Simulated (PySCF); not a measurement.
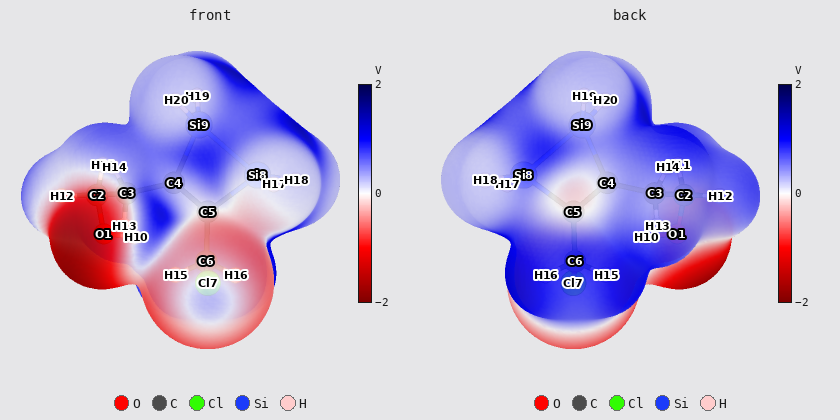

The picture shows: C$_{5}$H$_{11}$ClOSi$_{2}$ (SMILES OCCC1=C(CCl)[SiH2][SiH2]1). The electrostatic potential painted on the density surface at 0.002 e/bohr³, seen from the front and from behind; the colour scale runs from red (negative) to blue (positive).

Geometry: GFN2-xTB.

These are results of PySCF, PBE0/pcSseg-1, SCF density, gas phase, non-relativistic, not measurements.

Input

```
{"job": {"kind": "nmr", "xc": "PBE0", "basis": "pcSseg-1"}, "charge": 0, "multiplicity": 1}
O      2.302674     1.217376     0.150035
C      2.277353    -0.053092    -0.441300
C      1.009760    -0.301751    -1.276763
C     -0.156602    -0.528774    -0.374927
C     -1.053114     0.374426     0.071810
C     -1.096848     1.823918    -0.238155
Cl    -0.576037     2.745438     1.226293
Si    -2.201742    -0.591113     1.252561
Si    -0.654842    -2.161727     0.484448
H      1.490523     1.350256     0.657300
H      2.363259    -0.841808     0.322504
H      3.160557    -0.093704    -1.084045
H      0.858856     0.555608    -1.937838
H      1.172532    -1.188668    -1.892357
H     -0.422669     2.126851    -1.040340
H     -2.112020     2.159654    -0.451617
H     -2.191188    -0.083307     2.627198
H     -3.599809    -0.573190     0.802441
H     -0.978643    -3.217684    -0.482763
H      0.402853    -2.708029     1.344305
```

Run with:

```sh
OMP_NUM_THREADS=1 python probes_run.py task.json out
```

Describe the electrostatic potential map.

Answer. The most negative region (about −1.8 V) lies over O1, the most positive (about +1.3 V) over Si8 and Si9. Cl7 shows a σ-hole: about +0.2 V at the tip opposite its bond, against about −0.3 V on its flanks. O1 is the likeliest acceptor of a hydrogen bond.

How polar is the molecule by this calculation?

Answer. Its dipole moment is 2.98 D.
